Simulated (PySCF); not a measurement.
**CH6NOSi, doublet, SMILES `[O]CN[SiH3]`: what the electrons do**

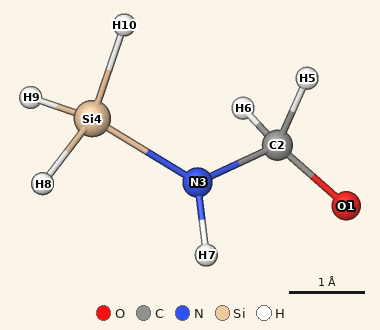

The molecule, with its atoms numbered as below. No frequency check shows the geometry to be a minimum.

Coordinates in Å:

```
O1       2.3474   -0.1634   -0.0336
C2       1.1957    0.3962    0.0192
N3       0.0400   -0.4520    0.0362
Si4     -1.6123    0.0534   -0.0102
H5       1.0965    1.0845    0.9063
H6       1.0444    1.1365   -0.8162
H7       0.2970   -1.4272    0.0014
H8      -2.3834   -1.1606    0.2225
H9      -1.9160    0.6567   -1.3120
H10     -1.8005    1.0563    1.0405
```

Part 1: Bonding charge

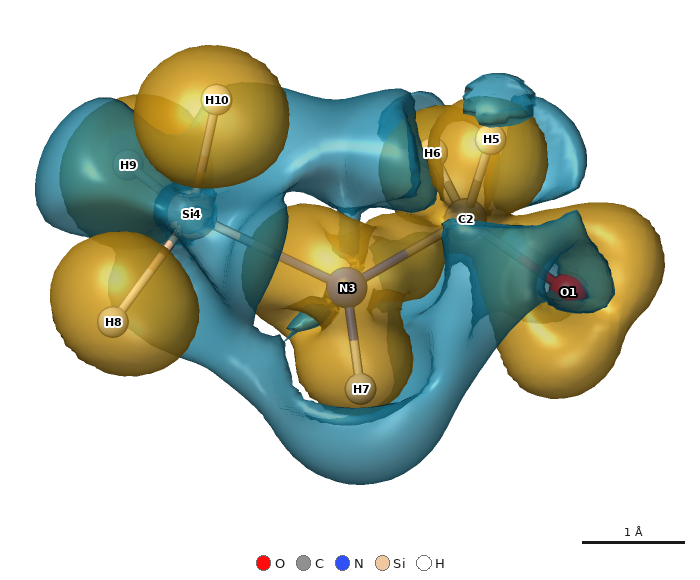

Deformation density (molecule less spherical, spin-averaged free atoms at the same positions), surfaces at ±0.04 e/Å³; yellow: gain, teal: loss.

PySCF calculation, PBE0/aug-cc-pVDZ, gas phase; geometry: GFN2-xTB. The stability of the open-shell solution wasn't checked. GFN2-xTB doesn't know the spin state, so this open-shell geometry is rough.

Question: How much density has each bond gained at its critical point, relative to the free atoms?

Answer: N3–H7: +0.82 e/Å³ at the bond critical point (bond length 1.01 Å). C2–H5: +0.60 e/Å³ at the bond critical point (bond length 1.13 Å). C2–H6: +0.60 e/Å³ at the bond critical point (bond length 1.13 Å). O1–C2: +0.39 e/Å³ at the bond critical point (bond length 1.28 Å). C2–N3: +0.34 e/Å³ at the bond critical point (bond length 1.43 Å). Si4–H8: +0.17 e/Å³ at the bond critical point (bond length 1.46 Å). Si4–H9: +0.17 e/Å³ at the bond critical point (bond length 1.47 Å). Si4–H10: +0.17 e/Å³ at the bond critical point (bond length 1.47 Å). N3–Si4: +0.06 e/Å³ at the bond critical point (bond length 1.73 Å); up to 0.6 Å beside the axis the gain reaches +0.38 e/Å³. In all, 2.4 electrons gather in the regions of gain relative to the promolecule. A small or negative value marks a very polar bond, one between electron-rich atoms, whose free-atom densities already overlap strongly, a long bond to a heavier atom, or a closed-shell contact such as a hydrogen bond.

Part 2: Electrostatic potential

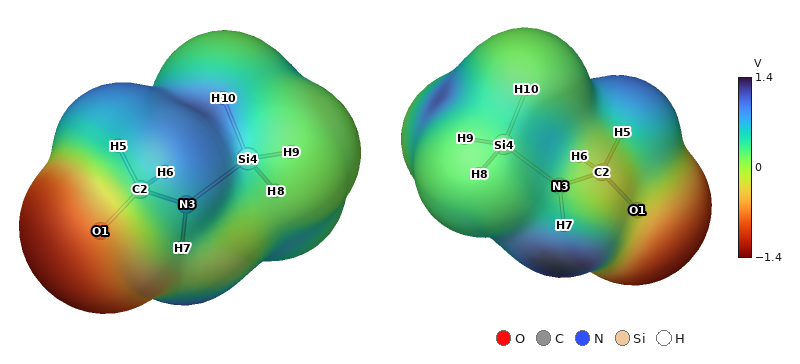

Electrostatic potential on the surface of electron density 0.001 a.u. (back view left, front view right).

Question: Where are the extremes of the potential on the surface?

Answer: Highest: 1.38 V, 1.2 Å from H7. Further maxima include 1.16 V, 1.6 Å from H6; 1.13 V, near Si4 (2.02 Å), H9 (2.04 Å), H8 (2.12 Å) and H10 (2.16 Å). Lowest: −1.31 V, 1.8 Å from O1. Further minima include −0.27 V, over N3, off the plane of its three bonds (2.0 Å); −0.16 V, over N3, off the plane of its three bonds (2.0 Å). The surface is sampled at points, so like sites can differ by a few per cent and only the strongest of them is named.

Question: What volume does the surface enclose, and what is the dipole moment?

Answer: About 108 Å³; the dipole moment is 2.0 D.

Part 3: Spin density

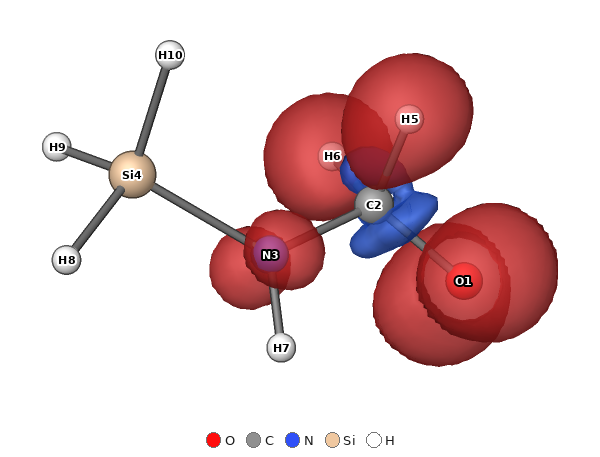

Spin density ρα − ρβ at ±0.03 e/Å³ (red: excess α, blue: excess β).

Question: Give the atomic spin populations that go with this picture.

Answer: Hirshfeld spin populations: O1 +0.62, H5 +0.11, H6 +0.11, C2 +0.08 and N3 +0.07. ⟨S²⟩ = 0.76, against 0.75 for a pure state. The picture also shows regions of β spin from spin polarisation; the Hirshfeld sums, whose atoms overlap, net them against the α spin of neighbours.

Part 4: In an electric field

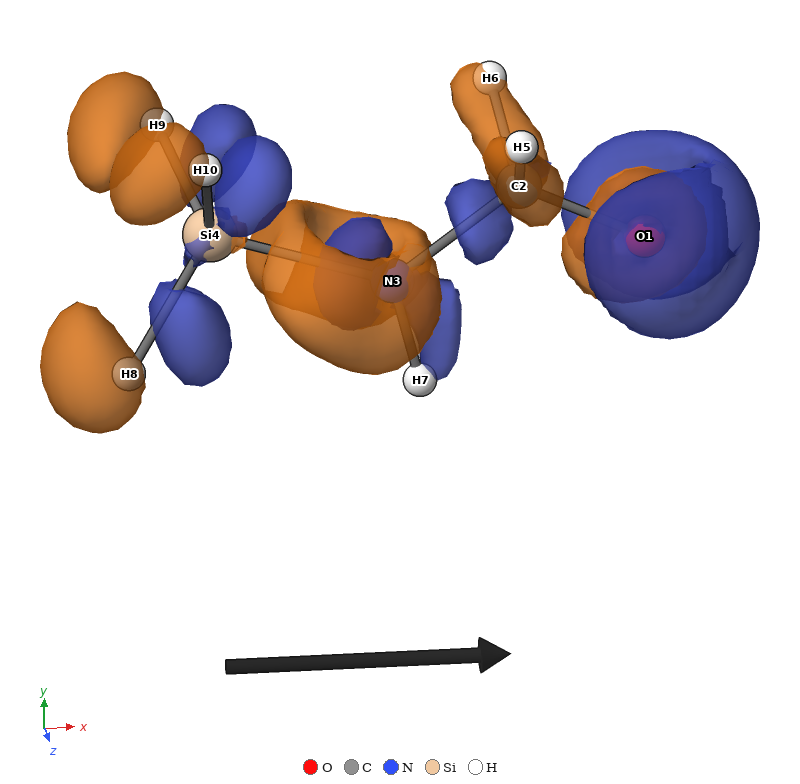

Change of the electron density in a uniform field of 0.10 V/Å along +x (arrow), surfaces at ±0.0015 e/Å³ (orange: gain, blue: loss).

Method: B3LYP/aug-cc-pVDZ; geometry: GFN2-xTB; program: PySCF. The stability of the open-shell solution wasn't checked. GFN2-xTB doesn't know the spin state, so this open-shell geometry is rough.

Question: What dipole is induced, and what polarisability does it imply?

Answer: The induced dipole is 0.44 D (along the field); α along this axis, from the fields in both directions, is 87 bohr³ (13.0 Å³).

Question: Which atoms gain and lose the most charge?

Answer: Electrons gather most on Si4 (Hirshfeld charge changes by −0.005 e) and leave O1 most (+0.015 e); 0.034 electrons are displaced in all.

Part 5: Removing or adding an electron

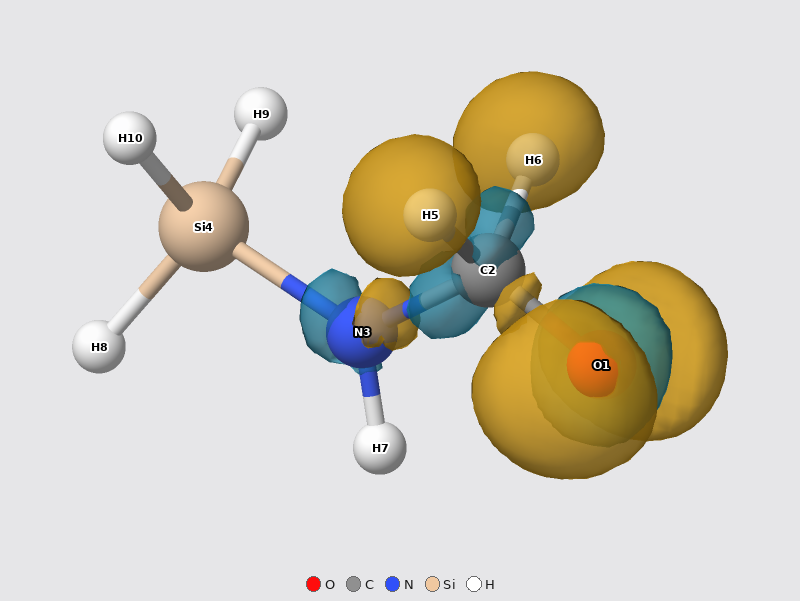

Fukui function f⁺ = ρ(N+1) − ρ(N) at fixed geometry, surfaces at ±0.04 e/Å³ (yellow positive, teal negative).

Computed with PySCF, B3LYP/6-311G**, geometry: GFN2-xTB. GFN2-xTB doesn't know the spin state, so this open-shell geometry is rough.

Question: On which atoms does the density change most on addition of an electron?

Answer: f⁺ (Hirshfeld-condensed) is largest on O1 (0.36); the vertical electron affinity is 1.27 eV (to the singlet anion, which needn't be its lowest state; the anion's highest orbital has positive energy, so this value and f⁺ depend on the basis). Condensed values hint at sites of nucleophilic attack but needn't mark the atom that reacts. Orbital relaxation makes it negative in places (0.24 e in all).

```json
{"atom": "O1", "f⁺": "+0.36", "charge": "−0.18"}
{"atom": "C2", "f⁺": "+0.09", "charge": "+0.06"}
{"atom": "N3", "f⁺": "+0.03", "charge": "−0.24"}
{"atom": "Si4", "f⁺": "+0.09", "charge": "+0.37"}
{"atom": "H5", "f⁺": "+0.14", "charge": "+0.07"}
{"atom": "H6", "f⁺": "+0.14", "charge": "+0.07"}
{"atom": "H7", "f⁺": "+0.04", "charge": "+0.12"}
{"atom": "H8", "f⁺": "+0.04", "charge": "−0.08"}
{"atom": "H9", "f⁺": "+0.03", "charge": "−0.09"}
{"atom": "H10", "f⁺": "+0.03", "charge": "−0.09"}
```

The PySCF runs shown took 44 s, 87 s and 52 s on 1 thread of Arm Neoverse V2 (shared host).
